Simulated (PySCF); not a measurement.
C2H3Cl4FSi

Input

```
{"job": {"kind": "nmr", "xc": "PBE0", "basis": "pcSseg-1"}, "charge": 0, "multiplicity": 1}
F     -0.243169     0.145070    -1.837846
C     -0.224214     0.429966    -0.482841
C     -1.354936    -0.320954     0.197380
Cl    -2.946883     0.372381    -0.229517
Si     1.534449    -0.025811     0.211769
Cl     1.560472     0.563665     2.142548
Cl     1.789109    -2.013606     0.078919
Cl     2.915872     0.959436    -0.853157
H     -0.402820     1.510128    -0.412790
H     -1.259387    -0.254406     1.279820
H     -1.363070    -1.363199    -0.120248
```

Command:

```sh
OMP_NUM_THREADS=1 python probes_run.py task.json out
```

Geometry: GFN2-xTB.

These are results of PySCF, PBE0/pcSseg-1, SCF density, gas phase, non-relativistic, not measurements.

**Predict the electron density and electron localisation function between the atoms.**

C–F (1.38 Å): ρ at the midpoint is about 2 e/Å³, with its minimum of 1.6 e/Å³ about 0.5 Å from C; the ELF peaks at about 0.80 between the atoms, as expected for a shared but strongly polarised pair.
C–Si (1.95 Å): ρ is about 0.93 e/Å³ halfway; the ELF peaks at about 1 between the atoms, as expected for localised, covalent bonding.
Si–Cl (2.02 Å): the density is about 0.98 e/Å³ at the midpoint; the ELF peaks at about 0.90 between the atoms: a polar covalent bond.

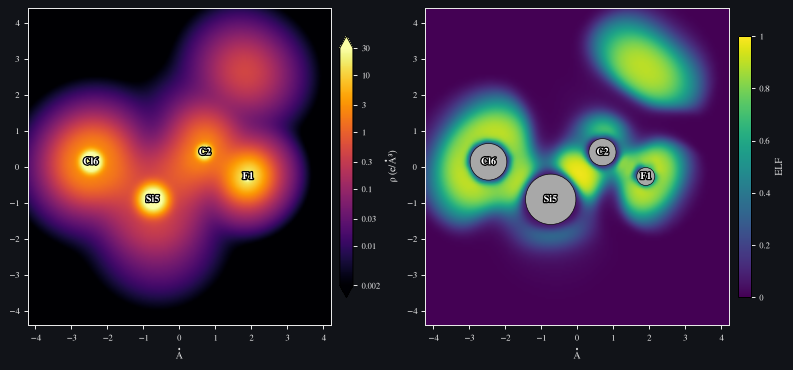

Computed electron density and electron localisation function on the plane of atoms C2, Si5 and Cl6, in this order. Grey discs cover the atomic cores in the ELF map. 
